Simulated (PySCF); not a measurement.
Molecule: C2H11BO5Si2, SMILES C[Si](C)(O)O[SiH2]OB(O)O. Atoms near the plane z = 0.0 Å, at the GFN2-xTB optimised geometry (x, y, z in Å): Si1 (-0.3, -0.8, 0.0), C3 (-0.8, 1.0, 0.0), O4 (1.4, -0.8, 0.0), H14 (-0.4, 1.5, 0.9), H15 (-0.4, 1.5, -0.9), H16 (-1.9, 1.1, 0.0), H17 (1.9, -1.5, 0.3).

Method: PySCF with B3LYP/def2-SVP. Cells within 0.4 Å of a nucleus heavier than hydrogen are left out (blank, or x). The values are rescaled to run from 0 to 1.

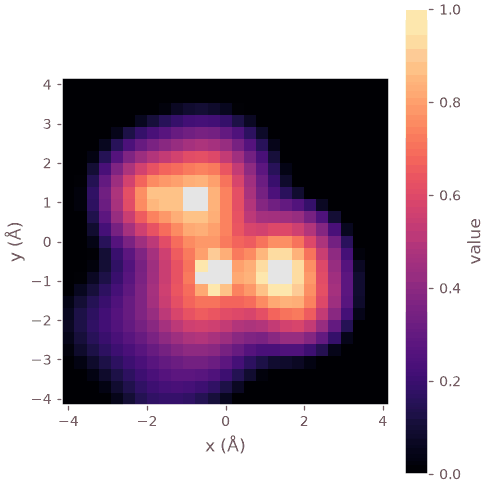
Fig. 1. a field on the plane z = 0.0 Å.

Task: Which quantity is mapped?
A. electron localisation function
B. Laplacian of the electron density
C. log10 of the electron density
D. electrostatic potential

Result: C, log10 of the electron density. In full: log10 of the electron density (e/bohr³), floored at −4.
